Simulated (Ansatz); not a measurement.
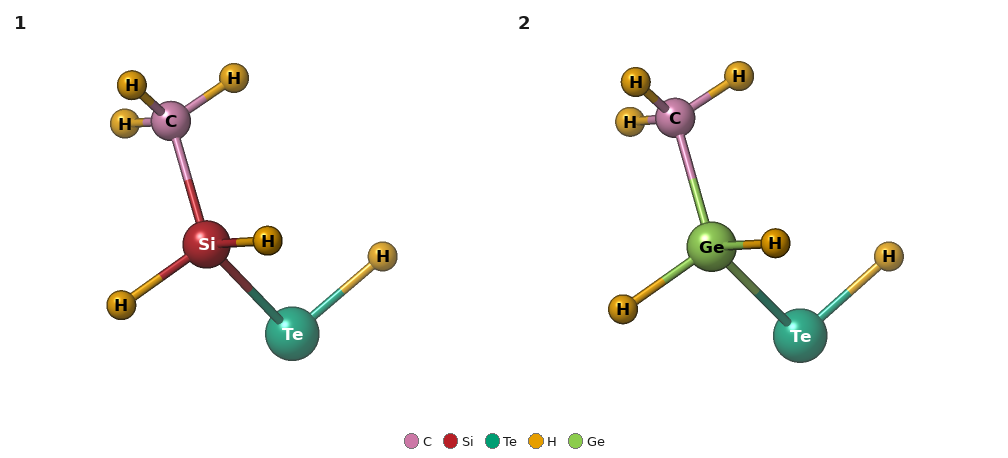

2 molecules with one skeleton, seen from the same side and at one scale. Charge 0, singlet. Computed geometries: PBE0-D4/def2-TZVP optimisations, one conformation each. Properties computed with Ansatz 0.2.0. Elements past Kr carry core potentials.

One atom differs, called X below: Si in panel 1, Ge in panel 2. Their formulas are CH6SiTe (`C[SiH2][TeH]`), CH6GeTe (`[CH3][GeH2][TeH]`).

Question: In which is the length of X–C larger (PBE0-D4/def2-TZVP)?

Answer: In panel 2 (X = Ge).

Question: In which is the dipole moment larger (r2SCAN-D4/def2-TZVPP)?

Answer: In panel 2 (X = Ge).

Give the values. With PBE0-D4/def2-TZVP: length of X–C (Å), mean length of X–H (Å), length of X–Te (Å), angle C–X–Te (°). With r2SCAN-D4/def2-TZVPP: dipole moment (D), HOMO energy (Kohn–Sham orbital) (eV), HOMO–LUMO gap (eV).

| quantity | 1 (Si) | 2 (Ge) | 2 − 1 |
| --- | --- | --- | --- |
| length of X–C (Å) | 1.867 | 1.950 | +0.083 |
| mean length of X–H (Å) | 1.487 | 1.539 | +0.052 |
| length of X–Te (Å) | 2.500 | 2.564 | +0.064 |
| angle C–X–Te (°) | 112.6 | 111.1 | −1.5 |
| dipole moment (D) | 1.46 | 1.52 | +0.06 |
| HOMO energy (Kohn–Sham orbital) (eV) | −5.62 | −5.54 | +0.08 |
| HOMO–LUMO gap (eV) | 4.55 | 4.31 | −0.24 |
